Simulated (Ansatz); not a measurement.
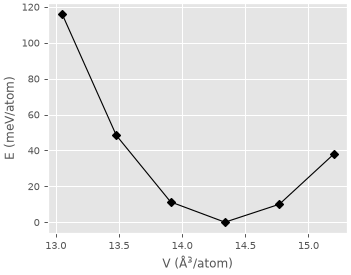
Figure: Ru (body-centred tetragonal, I4/mmm) under volume change, PBE in the plane-wave PAW code Ansatz, shape and atoms relaxed at each volume.

Q: What does a third-order Birch–Murnaghan fit give for V₀, B₀ and B′?

A: V₀ = 14.34 Å³/atom, B₀ = 265 GPa, B′ = 5.0.

The start of the workflow was typed in or built on a structure type; neither database checked (COD, Materials Project) lists it. It is not the phase usual at ambient conditions (space group No. 194). Symmetry was held in the PBE relaxation; its stability against distortions is not shown here. Spin order of the final state: ferromagnetic, chosen from 2 collinear starts compared on coarse meshes (ties went to the first, and starts can fall back to one state), not a proven ground state.

Potentials: the earlier of the program's two PAW sets.
